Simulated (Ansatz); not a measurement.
**One shape, several levels: SiSe (SMILES [Si][Se])**

Wanted: a comparison of 6 runs (UHF/STO-3G, UPBE0/STO-3G, r2SCAN0/STO-3G, RPA@PBE/STO-3G, MP2/STO-3G, CCSDT/STO-3G) of SiSe. 

The calculation is run with Ansatz 0.2.0.

53 further runs of the same task are left out: 13 that didn't finish, 40 set aside as unsound or not needed.

### Step 1. The structure to begin with

The species is SiSe (2 atoms), meant as a singlet with charge 0. SMILES: `[Si][Se]`. The Se2–Si1 distance was set to 2.577 Å, away from the relaxed value.

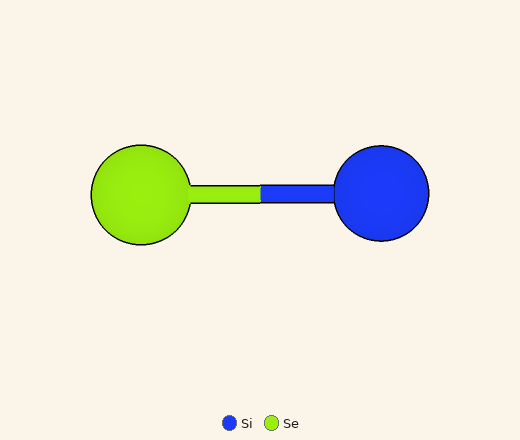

Viewed from a chosen angle; silicon blue, selenium green.

### Step 2. A single-point energy at UHF/STO-3G (run 1)

The input, in.yaml:

```yaml
crystal:
  periodic: [false, false, false]
  atoms:
    - symbol: Si
      position_ang: [0.000000, 0.000000, -0.484010]
    - symbol: Se
      position_ang: [-0.000000, -0.000000, 2.093090]
basis:
  gaussian: {orbitals: STO-3G}
magnetization: {spin_polarized: true}
hamiltonian: {xc: hf}
accuracy: high
```

Started as:

```sh
$ ansatz run in.yaml --threads 1 --pin off --max-ram 3480MiB --events-out events.jsonl --progress --plain --runs-dir runs
```

The log of the run:

```text
Warning: RAYON_NUM_THREADS=1 ignored (pool sized by the plan → 1); use --threads N
Functional definition: HF
  name "HF"
  exchange = exact_x
  correlation = 0
355 factors; integrals over basis functions are off by at most 1.2e-8 eV
mean field evaluation 1: about -72347.6351 eV, gradient 1.9e1 eV
mean field evaluation 2: about -72347.6652 eV, gradient 1.9e1 eV
mean field evaluation 4: about -72355.5836 eV, gradient 2.6e0 eV
mean field evaluation 8: about -72355.7884 eV, gradient 1.1e-1 eV
mean field evaluation 16: about -72355.8048 eV, gradient 9.4e-1 eV
mean field evaluation 32: about -72355.8499 eV, gradient 5.7e-2 eV
mean field evaluation 64: about -72356.8522 eV, gradient 3.2e-1 eV
mean field evaluation 96: about -72356.0375 eV, gradient 2.3e0 eV
mean field evaluation 128: about -72356.8612 eV, gradient 2.3e-3 eV
mean field evaluation 160: about -72351.3635 eV, gradient 5.2e0 eV
mean field evaluation 192: about -72352.4559 eV, gradient 9.1e0 eV
mean field -72357.26764576 eV, -2659.0805404643 hartree, gradient 7.3e-9 eV, S^2 0.979302; 10 other end points of the search recorded, 0 dependent functions left out
reference -72357.26764576 eV, -2659.0805404643 hartree; 24, 24 occupied and 3, 3 virtual orbitals, 355 factors
Total energy: -72357.26764576 eV, -2659.0805404643 hartree
```

Run time: 1.1 s. Hardware: 1 thread of Arm Neoverse V1, shared host.

### Step 3. A single-point energy at UPBE0/STO-3G (run 2)

The input, in.yaml:

```yaml
crystal:
  periodic: [false, false, false]
  atoms:
    - {symbol: Si, position_ang: [0.000000, 0.000000, -0.484010]}
    - {symbol: Se, position_ang: [-0.000000, -0.000000, 2.093090]}
basis:
  gaussian:
    orbitals: STO-3G
total_charge: 0
magnetization:
  spin_polarized: true
hamiltonian:
  xc: {name: PBE0}
accuracy: high
```

Started as:

```sh
$ ansatz run in.yaml --threads 1 --pin off --max-ram 3480MiB --events-out events.jsonl --progress --plain --runs-dir runs
```

The log of the run:

```text
Warning: RAYON_NUM_THREADS=1 ignored (pool sized by the plan → 1); use --threads N
Functional definition: PBE0
  name "PBE0"
  parameter a = 0.25
  parameter kappa = 0.804
  parameter beta = 0.06672455060314922
  exchange = (1 - a)*pbe_x(kappa = kappa, mu = beta*pi^2/3) + a*exact_x
  correlation = pbe_c(beta = beta)
355 factors; integrals over basis functions are off by at most 1.2e-8 eV
mean field evaluation 1: about -72388.2866 eV, gradient 2.2e1 eV
mean field evaluation 2: about -72287.4368 eV, gradient 5.6e1 eV
mean field evaluation 4: about -72390.3831 eV, gradient 2.1e1 eV
mean field evaluation 8: about -72395.5437 eV, gradient 1.4e1 eV
mean field evaluation 16: about -72397.8156 eV, gradient 4.8e-1 eV
mean field evaluation 32: about -72397.7615 eV, gradient 2.5e0 eV
mean field -72397.85565589 eV, -2660.5721223250 hartree, gradient 3.9e-8 eV, S^2 0.378438; 3 other end points of the search recorded, 0 dependent functions left out
reference -72397.85565711 eV, -2660.5721223695 hartree; 24, 24 occupied and 3, 3 virtual orbitals, 355 factors
Total energy: -72397.85565711 eV, -2660.5721223695 hartree
```

Run time: 5.1 s. Hardware: 1 thread of Arm Neoverse V1, shared host; peak memory 0.13 GiB.

Runs 3 to 5 aren't shown in full; the table further down has their settings and results.

### Step 4. A single-point energy at CCSDT/STO-3G (run 6)

The input, job.yaml:

```yaml
crystal:
  periodic: [false, false, false]
  atoms:
    - symbol: Si
      position_ang: [0.000000, 0.000000, -0.484010]
    - symbol: Se
      position_ang: [-0.000000, -0.000000, 2.093090]
basis:
  gaussian: {orbitals: STO-3G}
correlation: {method: ccsdt, frozen_orbitals: {Se: 9, Si: 5}}
accuracy: high
scf: {omitted_lower_state_checks: [cluster_reference, increment]}
```

Started as:

```sh
$ ansatz run job.yaml --threads 1 --pin off --max-ram 3480MiB --events-out events.jsonl --progress --plain --runs-dir runs
```

The log of the run, shortened:

```text
Warning: RAYON_NUM_THREADS=1 ignored (pool sized by the plan → 1); use --threads N
[... 2 set-up lines as earlier in the session ...]
[...]
355 factors; integrals over basis functions are off by at most 1.2e-8 eV
[...]
mean field -72355.77885460 eV, -2659.0258283981 hartree, gradient 1.4e-8 eV, S^2 0.000000; 2 other end points of the search recorded, 0 dependent functions left out; unrestricted orbitals would lower it
14 core orbitals not correlated: weight in the atoms' cores, before any rotation towards them, 1.000 or more for the frozen orbitals, at most 0.000 for the correlated occupied ones
reference -72355.77885460 eV, -2659.0258283981 hartree; 10, 10 occupied and 3, 3 virtual orbitals, 355 factors
second order -2.47633692 eV of doubles, -0.00000000 eV of singles
cycle   1  -1.94489733 eV  change    5.3e-1 eV  update   3.8e-1
[...]
cycle  31  -3.59473974 eV  change  -5.1e-10 eV  update   2.5e-9
Total energy: -72359.37359434 eV, -2659.1579326469 hartree
Checks for a lower state left out: cluster_reference, increment
```

It took 0.67 s on 1 thread of Arm Neoverse V1, shared host.

### Step 5. The series

```tsv
run	level	frozen core orbitals	energy (Eh)	wall time
1	UHF/STO-3G	–	-2659.080540	1.1 s
2	UPBE0/STO-3G	–	-2660.572122	5.1 s
3	r2SCAN0/STO-3G	–	-2661.026744	2.6 s
4	RPA@PBE/STO-3G	14	-2659.198361	1.9 s
5	MP2/STO-3G	14	-2659.116832	0.42 s
6	CCSDT/STO-3G	14	-2659.157933	0.67 s
```

### Step 6. Outcome

| quantity | value |
| --- | --- |
| run 6: total energy | -2659.15793 Eh |
| run 6: correlation energy (14 core orbitals frozen) | -132.1 mEh |
| run 6: T1 diagnostic | 0.092 |

What this shows: Below the UHF energy at the same shape and in the same basis (STO-3G): MP2 -36.3 mEh; CCSDT -77.4 mEh. Some of these start from another determinant than that one, so these aren't their correlation energies. Totals of different functionals can't be ranked against each other. In runs 5, 6 the log says that unrestricted orbitals would lower the reference, so the values rest on an unstable closed-shell determinant (other closed-shell runs at this shape may share the fault). In runs 1, 2, 3, 4, 5, 6 the basis is minimal, so the values are rough. Spin contamination of the reference: run 1 ⟨S²⟩ = 0.98, run 2 ⟨S²⟩ = 0.38. Where it is this large, the reference is a mixture of spin states, and values that rest on it are in doubt. All runs together took 12 s, the longest 5.1 s.
